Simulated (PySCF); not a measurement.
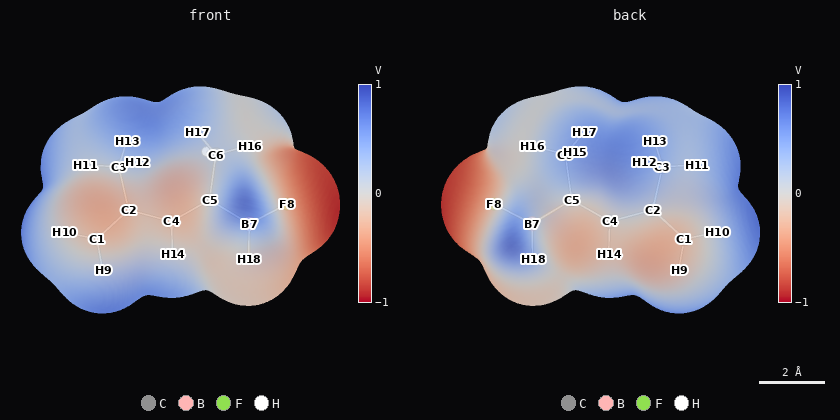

Figure. C6H10BF. The molecular electrostatic potential painted on the density surface at 0.001 e/bohr³, seen from the front and from behind; red is negative and blue positive.

Geometry: GFN2-xTB.

These are results of wB97X-D/def2-SVPD, SCF density, gas phase (PySCF 2.14.0), not measurements.

```xyz
18

C    -1.8376   -0.9940    1.6052
C    -1.1578   -0.4278    0.6007
C    -1.8955    0.0935   -0.5959
C     0.2870   -0.3435    0.7155
C     1.2460    0.1715   -0.0913
C     0.9847    0.8365   -1.4181
B     2.7159    0.0743    0.3922
F     3.6874    0.5667   -0.3599
H    -1.3436   -1.3812    2.4801
H    -2.9104   -1.0866    1.5857
H    -2.9653   -0.0540   -0.4675
H    -1.5847   -0.4307   -1.4965
H    -1.7081    1.1552   -0.7339
H     0.6470   -0.7838    1.6390
H     0.4650    0.1698   -2.1023
H     1.9276    1.1237   -1.8766
H     0.3845    1.7357   -1.2932
H     3.0490   -0.4188    1.4052
```

Q: Where is the surface potential most negative and most positive?

A: The most negative region (about −0.9 V, or −21 kcal/mol for a unit charge) lies over F8, the most positive (about +0.8 V, or +18 kcal/mol for a unit charge) over B7 and H10.

Q: What dipole moment does the calculation give?

A: Its dipole moment is 2.33 D.
